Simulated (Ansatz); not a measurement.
InCl (SMILES [Cl][In]): the energy, rung by rung

The species is InCl (2 atoms), meant as a singlet with charge 0. SMILES: `[Cl][In]`. The coordinates come from a PBE0-D4/def2-TZVP relaxation.

```xyz
2

Cl    0.0000    0.0000   -0.0139
In    0.0000    0.0000    2.3996
```

Quantity: the energy change with the Cl1–In2 bond stretched from 2.414 to 3.579 Å, in eV. The values are calculated.

```json
{"level": "revPBE/STO-3G (restricted)", "kind": "GGA", "program": "Ansatz", "value (eV)": "3.05", "less FCI/STO-3G": "-0.33", "CPU time (all runs)": "2 s"}
{"level": "r2SCAN/STO-3G (restricted)", "kind": "meta-GGA", "program": "Ansatz", "value (eV)": "3.26", "less FCI/STO-3G": "-0.12", "CPU time (all runs)": "5 s"}
{"level": "B3LYP/STO-3G (restricted)", "kind": "global hybrid", "program": "Ansatz", "value (eV)": "3.24", "less FCI/STO-3G": "-0.14", "CPU time (all runs)": "2.1 s"}
{"level": "PBE0/STO-3G (restricted)", "kind": "global hybrid", "program": "Ansatz", "value (eV)": "3.33", "less FCI/STO-3G": "-0.05", "CPU time (all runs)": "2 s"}
{"level": "wB97M-V/STO-3G (restricted)", "kind": "range-separated hybrid", "program": "Ansatz", "value (eV)": "3.54", "less FCI/STO-3G": "+0.16", "CPU time (all runs)": "20 s"}
{"level": "MP2/STO-3G (restricted)", "kind": "perturbation theory", "program": "Ansatz", "value (eV)": "3.42", "less FCI/STO-3G": "+0.04", "CPU time (all runs)": "0.73 s"}
{"level": "CCSDT(Q)/STO-3G (restricted)", "kind": "coupled cluster or CI", "program": "Ansatz", "value (eV)": "3.38", "less FCI/STO-3G": "0.00", "CPU time (all runs)": "1.6 s"}
{"level": "FCI/STO-3G", "kind": "exact in the basis", "program": "Ansatz", "value (eV)": "3.38", "less FCI/STO-3G": "0.00", "CPU time (all runs)": "1.4 s"}
```

FCI/STO-3G is exact within its basis and frozen core, so for wave-function methods in that basis the difference is their error; functionals converge differently with the basis, so for them it is only a difference. All-electron rows without a relativistic Hamiltonian named are non-relativistic. The first shape isn't each level's own minimum. The values span 3.05 to 3.54 eV. All rows use very small basis sets, so none should be taken for the real molecule's value. In the correlated wave-function rows the outer d shell of In is correlated, in sets not made for it. In so small a basis fixed costs decide the times, and correlated methods can beat functionals. Times are those of the runs behind each value, whatever else they computed, on shared processors of several kinds: orders of magnitude only.

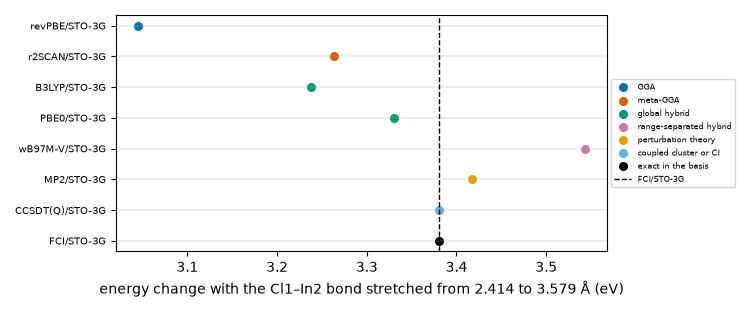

The values of the table, level by level.
